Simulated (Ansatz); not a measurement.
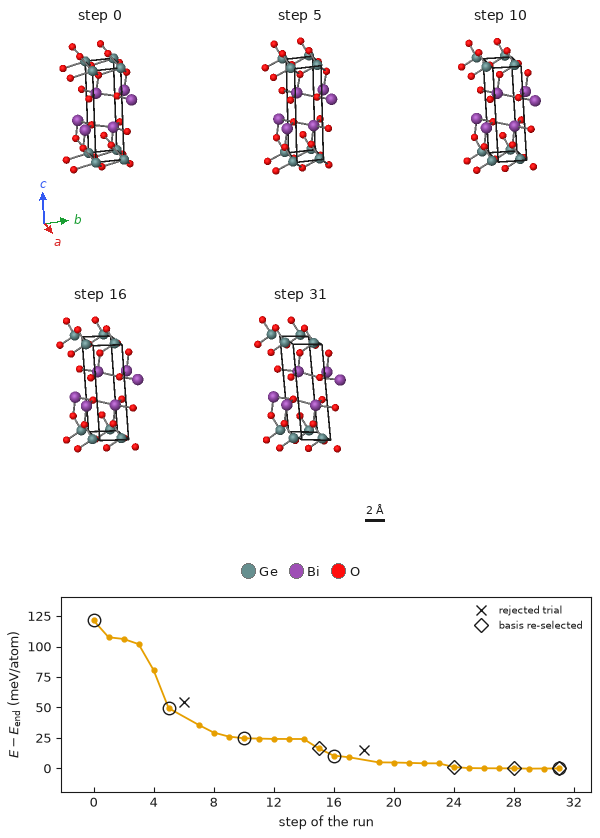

Frames of a relaxation of a crystal of GeBi$_{2}$O$_{4}$ (built on the MgIn2Se4-166 type type), marked on the history of the run. The picture is a ball-and-stick view of the cell of the calculation, reduced to other axes, seen slightly off an axis. Lengths and directions refer to the drawn axes.

Case: shaken.

Theory: DFT, PBEsol, plane waves, PAW in Ansatz.

Input
```yaml
crystal:
  lattice:
    - [1.9520687629, 1.2200096649, 9.5239753794]
    - [-1.9763849695, 1.271797633, 9.5228553246]
    - [0.0326915927, -2.1694146704, 9.4860774269]
  atoms:
    - { symbol: Ge, position: [-0.0047541429, 0.0008081373, 0.0017835402] }
    - { symbol: Bi, position: [0.7794872422, 0.7711932672, 0.7621684246] }
    - { symbol: Bi, position: [0.22832512, 0.227900272, 0.2348869938] }
    - { symbol: O, position: [0.907040612, 0.8850533785, 0.882784198] }
    - { symbol: O, position: [0.6944528522, 0.7124239348, 0.6961674256] }
    - { symbol: O, position: [0.1215863227, 0.0931960967, 0.1096827014] }
    - { symbol: O, position: [0.307633813, 0.3014899197, 0.2925513611] }
kpoints:
  mp_grid: { grid: [6, 6, 6] }
hamiltonian:
  xc: pbesol
scf:
  occupations: { method: fermi_dirac, width: 0.05 }
relax:
  f_tol: 0.01
  cell: {}
  max_steps: 120
output:
  write_density: true
  write_potential: true
  elf: true
  volumetric_format: npy
```

Command:
```bash
ansatz run input.yaml --threads 4 --pin off --max-ram 4608MiB --backend cpu --events-out ev --progress --plain --runs-dir out
```

### Describe the path.

Ge1 moves most relative to the cell: 0.93 Å along [−1 −1 0]. Largest moves by element: Ge 0.93 Å, O 0.65 Å, Bi 0.60 Å. Cell: a 3.895 → 3.518 Å (−9.7 %), b 3.929 → 3.518 Å (−10.5 %), c 9.731 → 10.250 Å (+5.3 %), α 90.4° → 99.1°, β 100.5° → 98.8°, γ 118.8° → 95.4°. Volume −3.7 %. Some distances before and after: Ge1–O7 2.482 → 1.849 Å, Ge1–O5 2.444 → 1.849 Å, Ge1–O7 (another image) 2.399 → 2.909 Å, Bi3–O4 2.242 → 2.462 Å. Bond angles that change, for instance: O6–Bi2–O6 120.2° → 155.2°, Bi2–O6–Bi2 120.2° → 155.2°, O4–Bi3–O4 123.2° → 155.2°. The space group (tolerance 0.01 Å) goes from P1 (No. 1) to C2 (No. 5). After 25 accepted moves (31 points after the start) the energy has fallen by 121 meV per atom. The largest force component goes from 1.2 to 0.0053 eV/Å. Pressure: 0.56 GPa at the start and 0.00 GPa at the end. The line search rejected the trial steps at points 6, 18 of the run. The SCF was repeated 4 times at an unchanged geometry on a basis and grid sized afresh for the cell, which shifted the energy by 7.7 meV per atom at most. From step 0 to 5: Ge1 moves most (0.52 Å), volume +0.9 %, energy −71.9 meV per atom. From step 5 to 10: Ge1 moves most (0.29 Å), volume +0.9 %, energy −24.7 meV per atom. From step 10 to 16: O7 moves most (0.11 Å), volume −1.4 %, energy −14.2 meV per atom. From step 16 to 31: O atoms move most (0.27 Å), volume −4.0 %, energy −10.5 meV per atom.

| step | E − E(0), meV/atom | largest force component, eV/Å | pressure, GPa | volume, Å³/atom | note |
| --- | --- | --- | --- | --- | --- |
| 0 | 0.00 | 1.1694 | 0.56 | 18.224 |  |
| 1 | -13.80 | 0.3626 | 0.17 | 17.992 |  |
| 2 | -15.19 | 0.1669 | -0.09 | 18.242 |  |
| 3 | -19.39 | 0.5251 | 0.22 | 18.177 |  |
| 4 | -40.79 | 0.9990 | 1.28 | 18.074 |  |
| 5 | -71.95 | 0.7320 | 0.55 | 18.386 |  |
| 6 | -66.51 | 1.8175 | 1.67 | 18.645 | rejected |
| 7 | -85.67 | 0.3377 | -0.11 | 18.669 |  |
| 8 | -91.97 | 0.0707 | -0.03 | 18.745 |  |
| 9 | -95.24 | 0.0831 | -0.17 | 18.798 |  |
| 10 | -96.67 | 0.0802 | 0.06 | 18.552 |  |
| 11 | -96.92 | 0.0363 | -0.11 | 18.575 |  |
| 12 | -97.21 | 0.0114 | 0.05 | 18.524 |  |
| 13 | -97.25 | 0.0049 | -0.02 | 18.512 |  |
| 14 | -97.27 | 0.0062 | -0.02 | 18.504 |  |
| 16 | -110.90 | 0.1473 | 0.25 | 18.286 |  |
| 17 | -112.21 | 0.5733 | -0.56 | 17.800 |  |
| 18 | -106.65 | 0.7579 | -0.18 | 17.349 | rejected |
| 19 | -116.44 | 0.1348 | 0.67 | 17.468 |  |
| 20 | -116.56 | 0.0941 | -0.46 | 17.725 |  |
| 21 | -116.85 | 0.0940 | 0.00 | 17.703 |  |
| 22 | -117.22 | 0.0107 | -0.04 | 17.647 |  |
| 23 | -117.25 | 0.0041 | 0.00 | 17.632 |  |
| 24 | -120.26 | 0.0077 | 0.34 | 17.632 | same geometry, new basis |
| 25 | -121.13 | 0.0294 | 0.30 | 17.579 |  |
| 27 | -121.33 | 0.0098 | 0.01 | 17.583 |  |
| 28 | -121.35 | 0.0100 | 0.01 | 17.583 | same geometry, new basis |
| 29 | -121.58 | 0.0337 | 0.10 | 17.512 |  |
| 30 | -121.50 | 0.0053 | 0.00 | 17.553 |  |
| 31 | -121.40 | 0.0053 | 0.00 | 17.553 | same geometry, new basis |
